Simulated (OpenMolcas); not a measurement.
# A workflow on doublet NH3S+

Wanted: the energy (ROHF/STO-3G), then the energy (CASSCF(3,3)/STO-3G), then the energy (CASPT2(3,3)/STO-3G), then a single-point energy (SC-NEVPT2(3,3)/STO-3G), then a single-point energy (MRCI(3,3)/STO-3G) of doublet NH3S+. 

The results are computed with OpenMolcas 26.06.

## (1) The system as given

The species is NH3S+ (5 atoms), meant as a doublet with charge +1. SMILES of the parent species: `NS`. The coordinates come from a GFN2-xTB relaxation. This is one conformer, not always the lowest. That shape belongs to the parent species and isn't relaxed for this state.

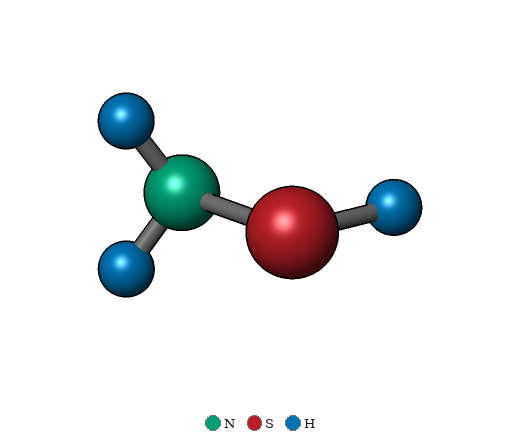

The structure, seen from a chosen angle (nitrogen teal, sulfur red, hydrogen blue).

## (2) The energy at ROHF/STO-3G (run 1)

mol.xyz reads:

```xyz
5

N     -0.162760    -0.507400    -0.231700
S      0.168270     0.954370     0.610330
H      0.015040    -1.300690     0.375430
H     -1.135990    -0.524720    -0.519210
H      1.115440     1.378440    -0.234860
```

step1.input reads:

```
* H3NS Hartree-Fock

&GATEWAY
 BasLib = $CurrDir
 Coord = mol.xyz
 Basis = STO-3G
 Group = NoSym

&SEWARD

&SCF
 UHF
 Charge = 1
 Spin = 2
 Scramble = 0.25
 PrOrbitals = 1 1

&RASSCF
 FileOrb = $Project.UnaOrb
 Spin = 2
 Nactel = 1 0 0
 Inactive = 12
 Ras2 = 1
 OutOrbitals = Canonical
 OrbListing = Nothing
```

The basis set STO-3G is read from a file made from the Basis Set Exchange's data (not shown).

Command:

```console
$ export MOLCAS_MEM=1860
$ pymolcas step1.input > step1.log
```

The log of the run:

```text
--- Start Module: gateway ---
[...]
--- Stop Module: gateway /rc=_RC_ALL_IS_WELL_ ---
[...]
      Basis functions           17
[...]
--- Start Module: scf ---
[...]
       Convergence after  22 Iterations
[...]
::    Total SCF energy                               -448.3755701978
[...]
      Total spin, S                                     0.5052582201
[...]
--- Stop Module: scf /rc=_RC_ALL_IS_WELL_ ---
--- Start Module: rasscf ---
[...]
      Number of active orbitals                  1
[...]
      Spin quantum number                      0.5
[...]
      Active orbitals                            1
[...]
      Number of CSFs                             1
[...]
      Number of root(s) required                 1
[...]
      Convergence after 11 iterations
[...]
      printout of CI-coefficients larger than  0.05 for root  1
      energy=    -448.373095
      conf/sym  1     Coeff  Weight
             1  u   1.00000 1.00000
      Natural orbitals and occupation numbers for root  1
      sym 1:   1.000000
      ************************************************************************************************************************
      *                                                    Final results                                                     *
[...]
::    RASSCF root number  1 Total energy:   -448.37309513
[...]
      Total electronic charge=   25.000000
      Total            charge=    1.000000
[...]
      Dipole Moment (debye):
      Origin of the operator (angstrom)=    0.0632    0.4685    0.3242
                   X= -6.7450E-01               Y= -2.8188E+00               Z= -1.5720E+00           Total=  3.2972E+00
      Center of Charge (angstrom)
[...]
--- Stop Module: rasscf /rc=_RC_ALL_IS_WELL_ ---
[...]
```

Wall time 2.6 s (1 thread of Arm Neoverse V1, shared host); peak memory 0.37 GiB.

## (3) The energy at CASSCF(3,3)/STO-3G (run 2)

mol.xyz is that of step 2.

step2.input reads:

```
>>> EXPORT MOLCAS_PRINT=2

&GATEWAY
 BASLIB=$CurrDir
 COORD=mol.xyz
 BASIS=STO-3G
 GROUP=NoSym

&SEWARD

&RASSCF
 FILEORB=$CurrDir/step1.RasOrb
 SPIN=2
 NACTEL=3 0 0
 INACTIVE=11
 RAS2=3
 ORBLISTING=Nothing
```

The basis set STO-3G is read from a file made from the Basis Set Exchange's data (not shown).

Command:

```console
$ export MOLCAS_MEM=1860
$ pymolcas step2.input > step2.log
```

The log of the run:

```text
--- Start Module: gateway ---
[...]
--- Stop Module: gateway /rc=_RC_ALL_IS_WELL_ ---
--- Start Module: seward ---
[...]
      Basis functions           17
--- Stop Module: seward /rc=_RC_ALL_IS_WELL_ ---
--- Start Module: rasscf ---
[...]
      Number of active orbitals                  3
[...]
      Spin quantum number                      0.5
[...]
      Active orbitals                            3
[...]
      Number of CSFs                             8
[...]
      Number of root(s) required                 1
[...]
      Convergence after 44 iterations
[...]
      printout of CI-coefficients larger than  0.05 for root  1
      energy=    -448.389435
      conf/sym  111     Coeff  Weight
             1  2u0   0.99238 0.98481
             8  0u2   0.10393 0.01080
      Natural orbitals and occupation numbers for root  1
      sym 1:   1.971547   1.001202   0.027251
      ************************************************************************************************************************
      *                                                    Final results                                                     *
[...]
::    RASSCF root number  1 Total energy:   -448.38943528
[...]
      Total electronic charge=   25.000000
      Total            charge=    1.000000
[...]
      Dipole Moment (debye):
      Origin of the operator (angstrom)=    0.0632    0.4685    0.3242
                   X= -7.1685E-01               Y= -2.9271E+00               Z= -1.6114E+00           Total=  3.4174E+00
      Center of Charge (angstrom)
[...]
--- Stop Module: rasscf /rc=_RC_ALL_IS_WELL_ ---
[...]
```

It took 2.5 s on 1 thread of Arm Neoverse V1, shared host; peak memory 0.37 GiB.

## (4) The energy at CASPT2(3,3)/STO-3G (run 3)

mol.xyz is that of step 3.

step3.inp reads:

```
* H3NS CASPT2
>>> EXPORT MOLCAS_PRINT=2
&GATEWAY
BasLib=$CurrDir
Coord=mol.xyz
Basis=STO-3G
Group=NoSym
&SEWARD
&RASSCF
FileOrb=$CurrDir/step2.RasOrb
Spin=2
Nactel=3 0 0
Inactive=11
Ras2=3
OrbListing=Nothing
&CASPT2
Imaginary=0.1
Frozen=6
```

The basis set STO-3G is read from a file made from the Basis Set Exchange's data (not shown).

Command:

```console
$ export MOLCAS_MEM=1860
$ pymolcas step3.inp > step3.log
```

The log of the run:

```text
--- Start Module: gateway ---
[...]
--- Stop Module: gateway /rc=_RC_ALL_IS_WELL_ ---
[...]
      Basis functions           17
[...]
--- Start Module: rasscf ---
[...]
      Number of active orbitals                  3
[...]
      Spin quantum number                      0.5
[...]
      Active orbitals                            3
[...]
      Number of CSFs                             8
[...]
      Number of root(s) required                 1
[...]
      Convergence after  4 iterations
[...]
      printout of CI-coefficients larger than  0.05 for root  1
      energy=    -448.389435
      conf/sym  111     Coeff  Weight
             1  2u0   0.99238 0.98481
             8  0u2   0.10393 0.01080
      Natural orbitals and occupation numbers for root  1
      sym 1:   1.971547   1.001202   0.027251
      ************************************************************************************************************************
      *                                                    Final results                                                     *
[...]
::    RASSCF root number  1 Total energy:   -448.38943528
[...]
      Total electronic charge=   25.000000
      Total            charge=    1.000000
[...]
      Dipole Moment (debye):
      Origin of the operator (angstrom)=    0.0632    0.4685    0.3242
                   X= -7.1684E-01               Y= -2.9271E+00               Z= -1.6114E+00           Total=  3.4174E+00
      Center of Charge (angstrom)
[...]
--- Stop Module: rasscf /rc=_RC_ALL_IS_WELL_ ---
--- Start Module: caspt2 ---
[...]
      E2 (Variational):          -0.0566929815
      Total energy:            -448.4461282655
[...]
      Reference weight:           0.97524
[...]
::    CASPT2 Root  1     Total energy:   -448.44612827
[...]
--- Stop Module: caspt2 /rc=_RC_ALL_IS_WELL_ ---
[...]
```

It took 1.8 s on 1 thread of Arm Neoverse V1, shared host; peak memory 0.37 GiB.

## (5) The energy at SC-NEVPT2(3,3)/STO-3G (run 4)

mol.xyz is that of step 4.

step4.inp reads:

```
&GATEWAY
BasLib=$CurrDir
Coord=mol.xyz
Basis=STO-3G
Group=NoSym
&SEWARD
&RASSCF
FileOrb=$CurrDir/step2.RasOrb
Spin=2
Nactel=3 0 0
Inactive=11
Ras2=3
OrbListing=Nothing
&CASPT2
SC-NEVPT2
Frozen=6
```

The basis set STO-3G is read from a file made from the Basis Set Exchange's data (not shown).

Command:

```console
$ export MOLCAS_MEM=1860
$ pymolcas step4.inp > step4.log
```

The log of the run:

```text
--- Start Module: gateway ---
[...]
--- Stop Module: gateway /rc=_RC_ALL_IS_WELL_ ---
[...]
      Basis functions           17
[...]
--- Start Module: rasscf ---
[...]
      Number of active orbitals                  3
[...]
      Spin quantum number                      0.5
[...]
      Active orbitals                            3
[...]
      Number of CSFs                             8
[...]
      Number of root(s) required                 1
[...]
      Convergence after  4 iterations
[...]
      printout of CI-coefficients larger than  0.05 for root  1
      energy=    -448.389435
      conf/sym  111     Coeff  Weight
             1  2u0   0.99238 0.98481
             8  0u2   0.10393 0.01080
      Natural orbitals and occupation numbers for root  1
      sym 1:   1.971547   1.001202   0.027251
      ************************************************************************************************************************
      *                                                    Final results                                                     *
[...]
::    RASSCF root number  1 Total energy:   -448.38943528
[...]
      Total electronic charge=   25.000000
      Total            charge=    1.000000
[...]
      Dipole Moment (debye):
      Origin of the operator (angstrom)=    0.0632    0.4685    0.3242
                   X= -7.1684E-01               Y= -2.9271E+00               Z= -1.6114E+00           Total=  3.4174E+00
      Center of Charge (angstrom)
[...]
--- Stop Module: rasscf /rc=_RC_ALL_IS_WELL_ ---
--- Start Module: caspt2 ---
[...]
      E2 (Variational):          -0.0571984491
[...]
      E2 (Variational):          -0.0566546186
      Total energy:            -448.4460899027
[...]
      Reference weight:           0.97534
[...]
::    SC-NEVPT2 Root  1     Total energy:   -448.44608990
[...]
--- Stop Module: caspt2 /rc=_RC_ALL_IS_WELL_ ---
[...]
```

It took 1.8 s on 1 thread of Arm Neoverse V1, shared host; peak memory 0.37 GiB.

## (6) The energy at MRCI(3,3)/STO-3G (run 5)

mol.xyz is that of step 5.

step5.input reads:

```
>>> EXPORT MOLCAS_PRINT=2

&GATEWAY
  BasLib = $CurrDir
  Coord = mol.xyz
  Basis = STO-3G
  Group = NoSym

&SEWARD

&RASSCF
  FileOrb = $CurrDir/step2.RasOrb
  Spin = 2
  Nactel = 3 0 0
  Inactive = 11
  Ras2 = 3
  OrbListing = Nothing

&MOTRA
  LumOrb
  Frozen = 6

&GUGA
  Electrons = 13
  Spin = 2
  Inactive = 5
  Active = 3
  CIAll = 1

&MRCI
  SDCI
```

The basis set STO-3G is read from a file made from the Basis Set Exchange's data (not shown).

Command:

```console
$ export MOLCAS_MEM=1860
$ pymolcas step5.input > step5.log
```

The log of the run:

```text
--- Start Module: gateway ---
[...]
--- Stop Module: gateway /rc=_RC_ALL_IS_WELL_ ---
[...]
      Basis functions           17
[...]
      Number of active orbitals                  3
[...]
      Spin quantum number                      0.5
[...]
      Active orbitals                            3
[...]
      Number of CSFs                             8
[...]
      Number of root(s) required                 1
[...]
      Convergence after  4 iterations
[...]
      printout of CI-coefficients larger than  0.05 for root  1
      energy=    -448.389435
      conf/sym  111     Coeff  Weight
             1  2u0   0.99238 0.98481
             8  0u2   0.10393 0.01080
      Natural orbitals and occupation numbers for root  1
      sym 1:   1.971547   1.001202   0.027251
      ************************************************************************************************************************
      *                                                    Final results                                                     *
[...]
::    RASSCF root number  1 Total energy:   -448.38943528
[...]
      Dipole Moment (debye):
      Origin of the operator (angstrom)=    0.0632    0.4685    0.3242
                   X= -7.1684E-01               Y= -2.9271E+00               Z= -1.6114E+00           Total=  3.4174E+00
      Center of Charge (angstrom)
[...]
--- Start Module: guga ---
[...]
--- Stop Module: guga /rc=_RC_ALL_IS_WELL_ ---
[...]
       (But an ACPF correction will be computed)
       USE THE DEFAULT ACPF G-VALUE GFAC=  0.15384615384615385
[...]
                      CI ENERGY:  -448.46797495
[...]
                ACPF CORRECTION:    -0.00395648
[...]
      Total electronic charge=   25.000000
      Total            charge=    1.000000
[...]
     ACPF CORRECTION:     -0.00395648
[...]
  CI State   1     Total energy:   -448.46797495     QDav:     -0.00471906     QACPF:     -0.00395648
[...]
```

It took 2 s on 1 thread of Arm Neoverse V1, shared host; peak memory 0.37 GiB.

## (7) Summary of results

```
                        quantity                                                                value
run 1, ROHF/STO-3G: total energy                                                        -448.37310 Eh
       run 2, CASSCF(3,3)/STO-3G  no result (a known fault or a wrong state: its values are left out)
       run 3, CASPT2(3,3)/STO-3G  no result (a known fault or a wrong state: its values are left out)
    run 4, SC-NEVPT2(3,3)/STO-3G  no result (a known fault or a wrong state: its values are left out)
         run 5, MRCI(3,3)/STO-3G  no result (a known fault or a wrong state: its values are left out)
```

**Reading.** The run (run 1, ROHF/STO-3G) may have ended on a state above the lowest. 4 of the 5 runs ended normally but are set aside, since settings or state are in doubt.
